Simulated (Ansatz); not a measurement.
**Cl2FHSn···H2: density, localisation and related maps**

Input file:

```
crystal:
  periodic: [false, false, false]
  atoms:
    - { symbol: Sn, position_ang: [0.0, 0.0, 0.0] }
    - { symbol: H, position_ang: [0.0, 0.0, 2.09] }
    - { symbol: Cl, position_ang: [2.2726, 0.0, -0.8025] }
    - { symbol: H, position_ang: [-0.8195, 1.4198, -0.5794] }
    - { symbol: Cl, position_ang: [-1.1351, -1.9666, -0.8025] }
    - { symbol: F, position_ang: [1.1326, -1.7199, 0.6842] }
    - { symbol: H, position_ang: [0.5961, -0.9051, 1.8933] }
basis:
  gaussian: { orbitals: def2-SVP }
hamiltonian:
  xc: hf
relax:
  f_tol: 0.15
  max_steps: 25
  restrain:
    - { distance: [0, 5], at: 1.87, k: 30.0 }
    - { distance: [6, 1], at: 0.66, k: 30.0 }
    - { distance: [0, 1], at: 2.94, k: 30.0 }
    - { distance: [6, 5], at: 2.12, k: 30.0 }
output:
  orbitals: {}
```

Launched as:

```sh
ansatz run input.yaml --threads 1 --pin off --max-ram 2048MiB --backend cpu --events-out ev --progress --plain --runs-dir out
```

The fields are those of the run's last geometry, not of the input's.

Core potentials replace the inner electrons of Sn; not at a stationary point (largest force 1.6 eV/Å).

Level of theory: RHF/def2-SVP (Ansatz).

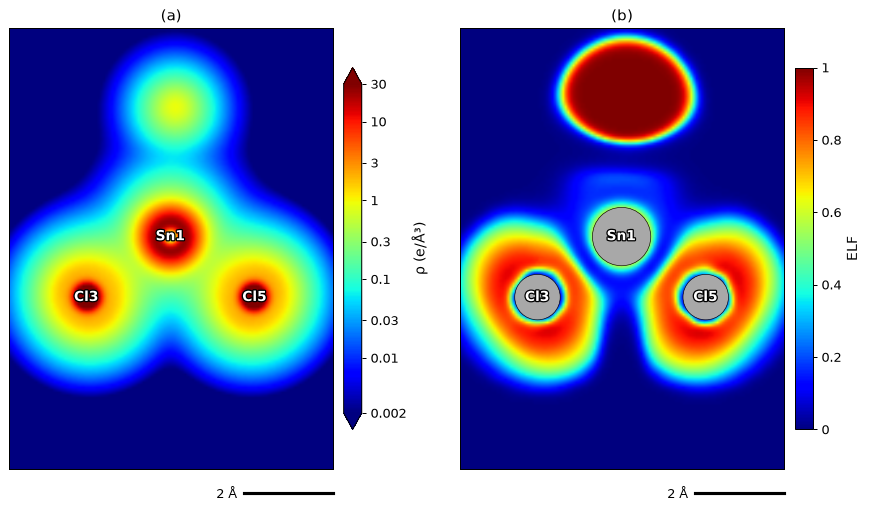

Figure 1. (a) electron density; (b) electron localisation function on the plane of atoms Cl3, Sn1 and Cl5. Grey discs cover the atomic cores in the ELF map.

**Interpret the plot.**

Atoms in the plane: Sn and Cl.
Sn–Cl (2.32 Å): the density is about 0.57 e/Å³ at the midpoint; the ELF peaks at about 0.85 in the valence shell of Cl, 0.8 Å from its nucleus, and drops to about 0.15 between the two atoms.
The ELF also peaks beside Cl3 and Cl5, away from the bonds: lone-pair regions.

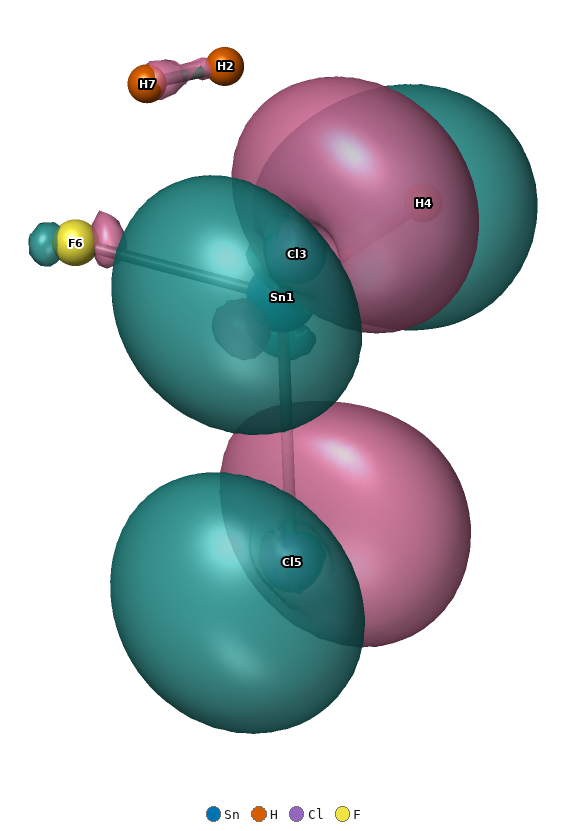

Figure 2. The HOMO−1 at ±0.08 Å⁻³ᐟ² (teal and pink are the two phases), seen at an oblique angle.

**Describe this orbital and give its energy.**

By Hirshfeld shares it lies mainly on Cl5 (about 40 %), Cl3 (about 40 %), Sn1 (about 10 %) and H4 (about 10 %); largely a combination of lone pairs on Cl5 and Cl3. Its energy is −12.80 eV.

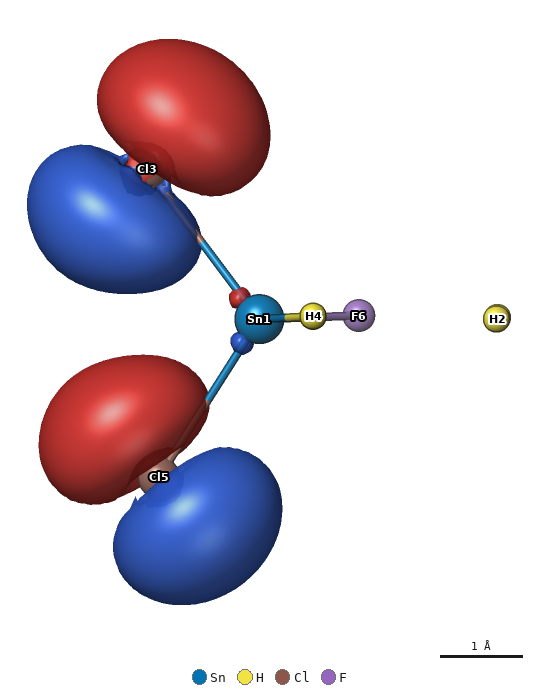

Figure 3. The HOMO at ±0.1 Å⁻³ᐟ² (red and blue are the two phases), seen across its widest extent.

**Where does this orbital lie, and at what energy?**

Its weight (Hirshfeld) is mainly on Cl3 (about 50 %) and Cl5 (about 45 %); largely a combination of lone pairs on Cl3 and Cl5. Its energy is −12.73 eV.
